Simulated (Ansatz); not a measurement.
# Geometry relaxation of CH5Cl2NOSi (part 2 of 2)

CH5Cl2NOSi; RKS PBE0-D4/def2-SVP (Ansatz 0.2.0). It belongs to a series of runs on one base structure; here: start relaxed.

Geometry of the input (Å):
```
Si 0.0000  0.0000  0.0000
O  0.0000  0.0000  1.6800
C  -1.1112  -0.3437  2.4945
H  -1.8140  -0.9775  1.9143
H  -0.7584  -0.9037  3.3856
H  -1.6313  0.5809  2.8212
N  1.7163  0.0000  -0.6061
H  2.2145  -0.9180  -0.7868
H  2.2175  0.9180  -0.7783
Cl -1.0032  1.7381  -0.7093
Cl -1.0032  -1.7381  -0.7093
```

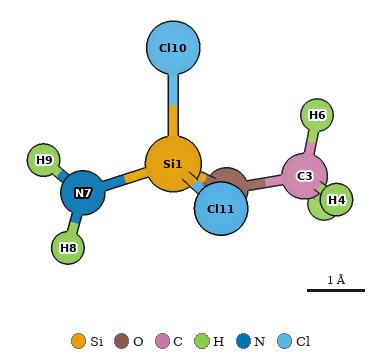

The geometry at step 11 of the log (ball-and-stick view, seen at a tilt; atoms are numbered from 1 in the order of the input).

Trajectory as extended XYZ, continued
```
11
Properties=species:S:1:pos:R:3:forces:R:3 step=5 energy=-37552.97782
Si    0.0665   -0.0404    0.0209    0.0427   0.0419  -0.0421
O     0.0369   -0.1535    1.6549    0.0425  -0.0273  -0.0014
C    -1.1062   -0.3388    2.4497    0.0099   0.0016  -0.0124
H    -1.8448   -0.9841    1.9459   -0.0481  -0.0342   0.0474
H    -0.8036   -0.8202    3.3908   -0.0159   0.0104   0.0204
H    -1.5812    0.6282    2.6814   -0.0245   0.0141   0.0109
N     1.6270    0.0115   -0.6149   -0.0342   0.0135  -0.0161
H     2.1964   -0.8152   -0.7302    0.0493  -0.0187   0.0026
H     2.1014    0.8785   -0.8266    0.0097   0.0086   0.0011
Cl   -0.9274    1.6698   -0.5454   -0.0040   0.0214   0.0030
Cl   -0.9380   -1.6797   -0.7207   -0.0275  -0.0313  -0.0133
11
Properties=species:S:1:pos:R:3:forces:R:3 step=6 energy=-37552.98269
Si    0.0653   -0.0575    0.0170    0.0161   0.0598  -0.1239
O     0.0476   -0.2272    1.6461   -0.0103  -0.0132   0.1009
C    -1.1038   -0.3450    2.4457   -0.0354   0.0198   0.0801
H    -1.8371   -1.0378    1.9936    0.0183   0.0360   0.0630
H    -0.8113   -0.7407    3.4341   -0.0179   0.0650  -0.1435
H    -1.5873    0.6409    2.5884    0.0463  -0.1328  -0.0233
N     1.6185    0.0112   -0.6413    0.1482  -0.1386  -0.0219
H     2.2305   -0.7967   -0.7010   -0.1304   0.0943   0.0256
H     2.0928    0.8835   -0.8373   -0.0787   0.0141   0.0332
Cl   -0.9157    1.6870   -0.4751    0.0270  -0.0416   0.0019
Cl   -0.9723   -1.6616   -0.7644    0.0170   0.0372   0.0079
11
Properties=species:S:1:pos:R:3:forces:R:3 step=7 energy=-37552.98547
Si    0.0635   -0.0510    0.0142   -0.0066   0.0408  -0.0671
O     0.0470   -0.2227    1.6447   -0.0269  -0.0181   0.0248
C    -1.1019   -0.3492    2.4463   -0.0136   0.0216   0.0678
H    -1.8214   -1.0665    2.0123    0.0186   0.0248   0.0328
H    -0.7983   -0.7171    3.4402   -0.0166   0.0438  -0.0900
H    -1.6060    0.6274    2.5700    0.0283  -0.0906  -0.0149
N     1.6166    0.0075   -0.6425    0.1130  -0.0745  -0.0221
H     2.2218   -0.8037   -0.6972   -0.0701   0.0442   0.0162
H     2.0976    0.8788   -0.8246   -0.0532   0.0139   0.0236
Cl   -0.9086    1.6955   -0.4821    0.0206  -0.0110   0.0131
Cl   -0.9833   -1.6431   -0.7754    0.0065   0.0051   0.0159
11
Properties=species:S:1:pos:R:3:forces:R:3 step=8 energy=-37552.98894
Si    0.0588   -0.0427    0.0037   -0.0134  -0.0390   0.0148
O     0.0406   -0.2320    1.6331    0.0059   0.0191   0.0014
C    -1.0991   -0.3588    2.4463    0.0107  -0.0079  -0.0329
H    -1.7877   -1.1284    2.0569   -0.0050  -0.0006   0.0148
H    -0.7758   -0.6552    3.4542    0.0017   0.0035   0.0095
H    -1.6450    0.5975    2.5182    0.0000  -0.0048  -0.0066
N     1.6130   -0.0024   -0.6528   -0.0026   0.0098   0.0012
H     2.2219   -0.8102   -0.6789   -0.0073   0.0018   0.0061
H     2.0912    0.8753   -0.8079    0.0164   0.0011  -0.0030
Cl   -0.8758    1.7263   -0.4760   -0.0033   0.0080   0.0018
Cl   -1.0152   -1.6132   -0.7910   -0.0030   0.0091  -0.0071
11
Properties=species:S:1:pos:R:3:forces:R:3 step=9 energy=-37552.98946
Si    0.0522   -0.0482   -0.0057    0.0142   0.0093  -0.0127
O     0.0351   -0.2534    1.6211    0.0042  -0.0077   0.0058
C    -1.0952   -0.3571    2.4486   -0.0062  -0.0050  -0.0044
H    -1.7790   -1.1518    2.1041    0.0029  -0.0100  -0.0100
H    -0.7597   -0.6026    3.4666    0.0013   0.0057  -0.0022
H    -1.6533    0.5938    2.4822   -0.0061   0.0081  -0.0036
N     1.6097    0.0006   -0.6563   -0.0208  -0.0019  -0.0054
H     2.2022   -0.8183   -0.7029    0.0096  -0.0023  -0.0032
H     2.1130    0.8729   -0.7525    0.0072   0.0032   0.0048
Cl   -0.8889    1.7247   -0.4598    0.0011   0.0078   0.0085
Cl   -1.0092   -1.6046   -0.8397   -0.0073  -0.0072   0.0224
11
Properties=species:S:1:pos:R:3:forces:R:3 step=10 energy=-37552.99011
Si    0.0536   -0.0421   -0.0052   -0.0102   0.0157   0.0060
O     0.0377   -0.2485    1.6213    0.0271  -0.0133   0.0198
C    -1.0946   -0.3626    2.4444   -0.0339   0.0052   0.0174
H    -1.7542   -1.1846    2.1128    0.0222   0.0271   0.0118
H    -0.7583   -0.5745    3.4710   -0.0187   0.0115  -0.0420
H    -1.6788    0.5751    2.4513    0.0158  -0.0407   0.0034
N     1.6094   -0.0031   -0.6611   -0.0106   0.0077  -0.0082
H     2.2015   -0.8231   -0.7001   -0.0020   0.0061  -0.0015
H     2.1164    0.8682   -0.7537   -0.0066  -0.0196   0.0022
Cl   -0.8747    1.7408   -0.4481    0.0065  -0.0003  -0.0074
Cl   -1.0309   -1.5896   -0.8269    0.0103   0.0007  -0.0017
11
Properties=species:S:1:pos:R:3:forces:R:3 step=11 energy=-37552.99031
Si    0.0533   -0.0356   -0.0011    0.0133  -0.0042  -0.0189
O     0.0400   -0.2423    1.6255    0.0101   0.0005   0.0152
C    -1.0950   -0.3656    2.4441   -0.0354   0.0037   0.0154
H    -1.7425   -1.1970    2.1130    0.0187   0.0249   0.0127
H    -0.7617   -0.5680    3.4733   -0.0111   0.0079  -0.0335
H    -1.6909    0.5646    2.4438    0.0158  -0.0334   0.0024
N     1.6065   -0.0052   -0.6632    0.0100   0.0155  -0.0015
H     2.1972   -0.8264   -0.6998   -0.0089   0.0062   0.0010
H     2.1155    0.8642   -0.7610   -0.0025  -0.0139   0.0010
Cl   -0.8634    1.7521   -0.4498   -0.0023  -0.0163   0.0051
Cl   -1.0319   -1.5848   -0.8191   -0.0078   0.0092   0.0010
11
Properties=species:S:1:pos:R:3:forces:R:3 step=12 energy=-37552.99054
Si    0.0549   -0.0365   -0.0003   -0.0026   0.0043  -0.0003
O     0.0432   -0.2445    1.6268   -0.0025  -0.0005   0.0039
C    -1.0948   -0.3645    2.4426    0.0024  -0.0032   0.0029
H    -1.7377   -1.2003    2.1170    0.0011   0.0016  -0.0008
H    -0.7643   -0.5571    3.4734   -0.0002   0.0008   0.0009
H    -1.6938    0.5623    2.4335    0.0005   0.0008  -0.0042
N     1.6067   -0.0038   -0.6653   -0.0037  -0.0015  -0.0003
H     2.1917   -0.8284   -0.7116   -0.0002  -0.0012  -0.0014
H     2.1226    0.8627   -0.7492    0.0013   0.0023   0.0007
Cl   -0.8690    1.7491   -0.4412    0.0023  -0.0037   0.0003
Cl   -1.0324   -1.5829   -0.8199    0.0016   0.0004  -0.0016
11
Properties=species:S:1:pos:R:3:forces:R:3 step=13 energy=-37552.99061
Si    0.0542   -0.0375   -0.0011    0.0030   0.0081   0.0056
O     0.0440   -0.2506    1.6255   -0.0054  -0.0018   0.0004
C    -1.0941   -0.3635    2.4423    0.0065  -0.0023   0.0074
H    -1.7328   -1.2072    2.1289    0.0006  -0.0006  -0.0028
H    -0.7635   -0.5390    3.4762   -0.0019   0.0015  -0.0050
H    -1.6975    0.5601    2.4185   -0.0021   0.0030  -0.0011
N     1.6055   -0.0019   -0.6675    0.0136   0.0093  -0.0045
H     2.1825   -0.8316   -0.7272   -0.0005   0.0071  -0.0035
H     2.1319    0.8609   -0.7292   -0.0156  -0.0213   0.0044
Cl   -0.8741    1.7483   -0.4318    0.0012  -0.0004  -0.0005
Cl   -1.0290   -1.5819   -0.8288    0.0007  -0.0025  -0.0004
11
Properties=species:S:1:pos:R:3:forces:R:3 step=14 energy=-37552.99065
Si    0.0545   -0.0375   -0.0004    0.0030   0.0040   0.0052
O     0.0450   -0.2526    1.6262   -0.0060   0.0002  -0.0038
C    -1.0940   -0.3630    2.4421    0.0059  -0.0010   0.0043
H    -1.7293   -1.2109    2.1335   -0.0006  -0.0011  -0.0014
H    -0.7646   -0.5299    3.4778   -0.0010   0.0008  -0.0040
H    -1.7004    0.5584    2.4105   -0.0020   0.0025   0.0004
N     1.6049   -0.0010   -0.6689    0.0159   0.0046  -0.0030
H     2.1772   -0.8333   -0.7385   -0.0018   0.0107  -0.0032
H     2.1366    0.8593   -0.7184   -0.0147  -0.0204   0.0039
Cl   -0.8761    1.7479   -0.4272    0.0000   0.0025   0.0008
Cl   -1.0269   -1.5815   -0.8310    0.0013  -0.0029   0.0007
11
Properties=species:S:1:pos:R:3:forces:R:3 step=15 energy=-37552.99069
Si    0.0548   -0.0390   -0.0002    0.0063  -0.0033   0.0141
O     0.0461   -0.2571    1.6263   -0.0074   0.0023  -0.0047
C    -1.0942   -0.3607    2.4417    0.0101   0.0013  -0.0030
H    -1.7267   -1.2133    2.1410   -0.0043  -0.0045  -0.0011
H    -0.7664   -0.5155    3.4795    0.0014  -0.0007   0.0015
H    -1.7026    0.5588    2.3988   -0.0026   0.0040   0.0011
N     1.6041    0.0014   -0.6713    0.0268  -0.0004  -0.0034
H     2.1672   -0.8354   -0.7634   -0.0098   0.0285  -0.0014
H     2.1456    0.8570   -0.6948   -0.0175  -0.0325   0.0025
Cl   -0.8817    1.7457   -0.4165   -0.0039   0.0022  -0.0039
Cl   -1.0191   -1.5857   -0.8353    0.0008   0.0031  -0.0016
11
Properties=species:S:1:pos:R:3:forces:R:3 step=16 energy=-37552.99073
Si    0.0552   -0.0396    0.0005   -0.0002  -0.0067   0.0005
O     0.0460   -0.2579    1.6268   -0.0040   0.0052  -0.0071
C    -1.0942   -0.3598    2.4424    0.0011   0.0026  -0.0015
H    -1.7276   -1.2122    2.1423   -0.0011   0.0002   0.0010
H    -0.7664   -0.5140    3.4804    0.0004  -0.0006  -0.0012
H    -1.7020    0.5605    2.3987    0.0009  -0.0022   0.0015
N     1.6043    0.0020   -0.6712    0.0247  -0.0003   0.0000
H     2.1647   -0.8356   -0.7726   -0.0114   0.0293   0.0008
H     2.1483    0.8562   -0.6861   -0.0122  -0.0296   0.0008
Cl   -0.8853    1.7428   -0.4176    0.0001   0.0037   0.0035
Cl   -1.0161   -1.5863   -0.8377    0.0018  -0.0016   0.0018
11
Properties=species:S:1:pos:R:3:forces:R:3 step=17 energy=-37552.99077
Si    0.0553   -0.0407    0.0002   -0.0014  -0.0021  -0.0026
O     0.0455   -0.2571    1.6266   -0.0032   0.0023  -0.0032
C    -1.0944   -0.3586    2.4425   -0.0011   0.0011   0.0005
H    -1.7297   -1.2092    2.1411    0.0008   0.0025   0.0013
H    -0.7661   -0.5159    3.4799   -0.0005  -0.0006  -0.0007
H    -1.7005    0.5629    2.4016    0.0026  -0.0033  -0.0004
N     1.6044    0.0025   -0.6712    0.0112  -0.0017   0.0009
H     2.1636   -0.8348   -0.7793   -0.0073   0.0176   0.0011
H     2.1495    0.8557   -0.6798   -0.0037  -0.0164  -0.0007
Cl   -0.8873    1.7408   -0.4182   -0.0001   0.0005   0.0026
Cl   -1.0133   -1.5895   -0.8376    0.0028   0.0000   0.0013
```

Summary

```json
{"quantity": "outcome", "value": "converged"}
{"quantity": "total energy", "value": "−37552.9908 eV"}
{"quantity": "mean-field energy", "value": "−37552.7062 eV"}
{"quantity": "largest force (length of the vector) at the end", "value": "0.019 eV/Å"}
{"quantity": "hardware", "value": "2 threads of Arm Neoverse V1, 24 GiB of memory available, shared host"}
{"quantity": "wall time", "value": "91 s (CPU time 2.9 min)"}
{"quantity": "peak memory", "value": "0.28 GiB"}
```
